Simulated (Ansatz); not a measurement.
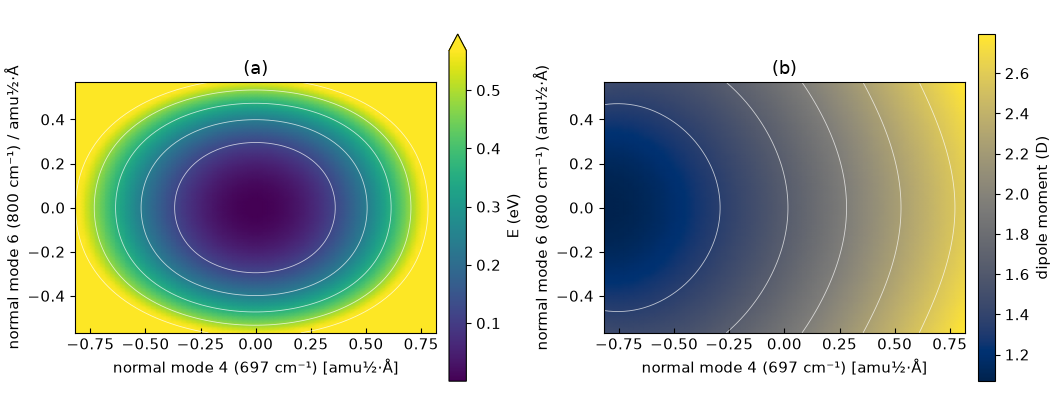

C2H3Si, SMILES [C]1=C[SiH2]1, spin multiplicity 2. First axis: normal mode 4 (697 cm⁻¹). Second axis: normal mode 6 (800 cm⁻¹). Nothing is relaxed (straight displacements along the two mass-weighted modes). Grid: 15 × 15 points; 120 points were computed and 105 follow by symmetry. Energies: eV, counted from the lowest grid point. Level of theory: UHF/def2-TZVP (Ansatz).

Panel (a) is the energy; panel (b) is the computed dipole moment, in D.

In the figure: a smooth colour map with a few white contour lines, one colour for all values above the top of the scale. Between grid points the surface is interpolated.

### How does the dipole moment vary over the map, and what is it at the lowest grid point?

Leaving out the highest fifth of the energies, it runs from 1.07 D at normal mode 4 (697 cm⁻¹) = −0.819 amu½·Å, normal mode 6 (800 cm⁻¹) = 0.000 amu½·Å to 2.61 D at normal mode 4 (697 cm⁻¹) = 0.819 amu½·Å, normal mode 6 (800 cm⁻¹) = −0.081 amu½·Å. At the lowest grid point, normal mode 4 (697 cm⁻¹) = 0.000 amu½·Å, normal mode 6 (800 cm⁻¹) = 0.000 amu½·Å, it is 1.63 D.

```csv
"normal mode 6 (800 cm⁻¹) ↓, normal mode 4 (697 cm⁻¹) →",−0.819,−0.702,−0.585,−0.468,−0.351,−0.234,−0.117,0.000,0.117,0.234,0.351,0.468,0.585,0.702,0.819
0.568,1.47,1.46,1.48,1.53,1.59,1.67,1.77,1.87,1.99,2.11,2.24,2.38,2.52,2.66,2.79
0.487,1.37,1.37,1.40,1.45,1.52,1.61,1.71,1.82,1.93,2.06,2.19,2.33,2.47,2.61,2.75
0.406,1.29,1.29,1.32,1.38,1.46,1.55,1.65,1.76,1.89,2.01,2.15,2.29,2.43,2.57,2.71
0.325,1.21,1.22,1.26,1.32,1.40,1.50,1.60,1.72,1.84,1.97,2.11,2.25,2.39,2.54,2.68
0.243,1.15,1.16,1.21,1.28,1.36,1.46,1.57,1.68,1.81,1.94,2.08,2.22,2.36,2.51,2.65
0.162,1.10,1.12,1.17,1.24,1.33,1.43,1.54,1.66,1.78,1.91,2.05,2.19,2.34,2.48,2.62
0.081,1.08,1.10,1.15,1.22,1.31,1.41,1.52,1.64,1.77,1.90,2.04,2.18,2.32,2.47,2.61
0.000,1.07,1.09,1.14,1.21,1.30,1.40,1.51,1.63,1.76,1.89,2.03,2.18,2.32,2.46,2.60
−0.081,1.08,1.10,1.15,1.22,1.31,1.41,1.52,1.64,1.77,1.90,2.04,2.18,2.32,2.47,2.61
−0.162,1.10,1.12,1.17,1.24,1.33,1.43,1.54,1.66,1.78,1.91,2.05,2.19,2.34,2.48,2.62
−0.243,1.15,1.16,1.21,1.28,1.36,1.46,1.57,1.68,1.81,1.94,2.08,2.22,2.36,2.51,2.65
−0.325,1.21,1.22,1.26,1.32,1.40,1.50,1.60,1.72,1.84,1.97,2.11,2.25,2.39,2.54,2.68
−0.406,1.29,1.29,1.32,1.38,1.46,1.55,1.65,1.76,1.89,2.01,2.15,2.29,2.43,2.57,2.71
−0.487,1.37,1.37,1.40,1.45,1.52,1.61,1.71,1.82,1.93,2.06,2.19,2.33,2.47,2.61,2.75
−0.568,1.47,1.46,1.48,1.53,1.59,1.67,1.77,1.87,1.99,2.11,2.24,2.38,2.52,2.66,2.79
```
